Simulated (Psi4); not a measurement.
# doublet CH2NOP+: UCCSD/6-311+G(d,p)

Aim: the energy of doublet CH2NOP+. Input form: a Python script.

The calculation is run with Psi4 1.11.

### Step 1. The structure to begin with

The species is CH2NOP+ (6 atoms), meant as a doublet with charge +1. As SMILES of the parent species, `O=C=NP`. The shape is that of a PBE0-D4/def2-TZVP optimisation. That shape belongs to the parent species and isn't relaxed for this state.

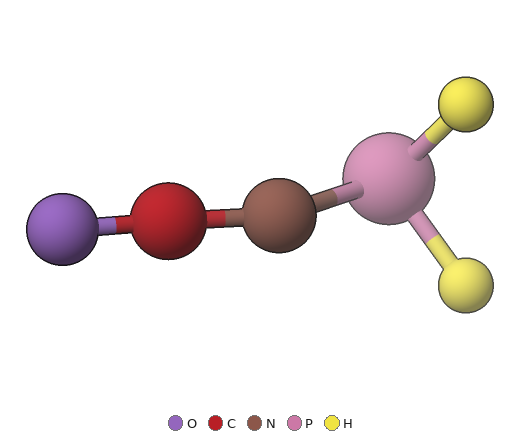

The structure, seen from a chosen angle (oxygen purple, carbon red, nitrogen brown, phosphorus pink, hydrogen yellow).

### Step 2. A single-point energy at UCCSD/6-311+G(d,p)

Input file ch2nop.py:

```python
import psi4

psi4.set_memory(1600000000)
psi4.set_num_threads(1)
psi4.set_output_file('output.dat', False)

molecule = psi4.geometry("""
1 2
O      1.232700    -2.074000     1.254800
C      0.766600    -1.160300     0.703100
N      0.376900    -0.185900     0.124400
P     -1.036600     0.580400    -0.432400
H     -0.568100     0.890800    -1.738100
H     -0.729500     1.884900     0.042000
symmetry c1
no_reorient
no_com
""")

options = {'basis': '6-311+G**', 'reference': 'uhf', 'puream': True, 'e_convergence': 1e-09, 'd_convergence': 1e-08, 'scf_type': 'pk', 'num_frozen_docc': 8, 'maxiter': 200}
psi4.set_options(options)

energy_value, wavefunction = psi4.energy("ccsd", molecule=molecule, return_wfn=True)
print(f'ccsd energy: {energy_value:.10f} Eh')
for k, v in sorted(psi4.core.scalar_variables().items()):
    print(f'{k:45s} {v:18.10f}')
```

Started as:

```
python ch2nop.py
```

output.dat:

```text
[...]
  Running in c1 symmetry.
[...]
  Nuclear repulsion =  137.506364913824484
[...]
  Multiplicity = 2
[...]
  Nalpha       = 19
  Nbeta        = 18
[...]
    Number of basis functions: 108
[...]
   @UHF iter   1:  -508.66860239187173   -3.30806e-01   4.65370e-03 ADIIS/DIIS
[...]
   @UHF iter  21:  -508.79912736888821   -9.49285e-12   8.43472e-09 DIIS
[...]
   @S^2 Observed:                7.893488835E-01
[...]
    Orbital Energies [Eh]
    ---------------------
    Alpha Occupied:
       1A    -80.312754     2A    -20.856598     3A    -15.857797
       4A    -11.642076     5A     -7.848446     6A     -5.750978
       7A     -5.739628     8A     -5.739586     9A     -1.701487
      10A     -1.536873    11A     -1.199875    12A     -0.970048
      13A     -0.933302    14A     -0.897927    15A     -0.890577
      16A     -0.813976    17A     -0.790700    18A     -0.690777
      19A     -0.690188
    Alpha Virtual:
      20A     -0.135348    21A     -0.110820    22A     -0.105778
      23A     -0.070000    24A     -0.066857    25A     -0.055462
[...]
  @UHF Final Energy:  -508.79912736888821
   => Energetics <=
    Nuclear Repulsion Energy =            137.5063649138244841
    One-Electron Energy =                -963.9713723668241983
    Two-Electron Energy =                 317.6658800841115635
    Total Energy =                       -508.7991273688882075
  UHF NO Occupations:
  HONO-2 :   17  A 1.9943983
  HONO-1 :   18  A 1.9874545
[...]
 Multipole Moments:
 ------------------------------------------------------------------------------------
     Multipole            Electronic (a.u.)      Nuclear  (a.u.)        Total (a.u.)
 ------------------------------------------------------------------------------------
 L = 1.  Multiply by 2.5417464519 to convert [e a0] to [Debye]
 Dipole X            :         -2.0466226            0.4779117           -1.5687109
 Dipole Y            :         26.0569526          -25.2720634            0.7848892
 Dipole Z            :        -13.7334055           13.1254707           -0.6079348
 Magnitude           :                                                    1.8564724
[...]
      * MP2 total energy                      = -509.393276112809986
[...]
      * CCSD total energy                     = -509.409903299963901
```

The script printed:

```text
ccsd energy: -509.4099033000 Eh
CC D1 DIAGNOSTIC                                    0.0000000000
CC D2 DIAGNOSTIC                                    0.0000000000
CC NEW D1 DIAGNOSTIC                                0.0000000000
CC T1 DIAGNOSTIC                                    0.0352163430
CCSD CORRELATION ENERGY                            -0.6107759311
CCSD DOUBLES ENERGY                                -0.6107759311
CCSD ITERATIONS                                    24.0000000000
CCSD OPPOSITE-SPIN CORRELATION ENERGY              -0.4736491515
CCSD SAME-SPIN CORRELATION ENERGY                  -0.1371267796
CCSD SINGLES ENERGY                                 0.0000000000
CCSD TOTAL ENERGY                                -509.4099033000
CURRENT CORRELATION ENERGY                         -0.6107759311
CURRENT ENERGY                                   -509.4099033000
CURRENT REFERENCE ENERGY                         -508.7991273689
DD SOLVATION ENERGY                                 0.0000000000
HF KINETIC ENERGY                                 508.4710755664
HF POTENTIAL ENERGY                             -1017.2702029353
HF TOTAL ENERGY                                  -508.7991273689
HF VIRIAL RATIO                                     2.0006451730
MP2 CORRELATION ENERGY                             -0.5941487439
MP2 DOUBLES ENERGY                                 -0.5941487439
MP2 OPPOSITE-SPIN CORRELATION ENERGY               -0.4370234579
MP2 SAME-SPIN CORRELATION ENERGY                   -0.1571252860
MP2 SINGLES ENERGY                                 -0.0000000000
MP2 TOTAL ENERGY                                 -509.3932761128
NUCLEAR REPULSION ENERGY                          137.5063649138
ONE-ELECTRON ENERGY                              -963.9713723668
PCM POLARIZATION ENERGY                             0.0000000000
PE ENERGY                                           0.0000000000
SCF ITERATION ENERGY                             -508.7991273689
SCF ITERATIONS                                     21.0000000000
SCF TOTAL ENERGY                                 -508.7991273689
TWO-ELECTRON ENERGY                               317.6658800841
```

Wall time 2.8 min (1 thread of Intel Xeon Platinum 8488C (Sapphire Rapids), shared host); peak memory 1.2 GiB.

### Step 3. Summary of results

At UCCSD/6-311+G**, 8 core orbitals frozen:

| quantity | value |
| --- | --- |
| total energy | -509.40990 Eh |
| HOMO energy (Hartree–Fock orbitals) (highest over α and β) | -18.29 eV |
| LUMO energy (Hartree–Fock orbitals) (lowest over α and β) | -8.22 eV |
| correlation energy (8 core orbitals frozen) | -610.8 mEh |
| ⟨S²⟩ of the reference determinant | 0.789 |
| T1 diagnostic | 0.035 |
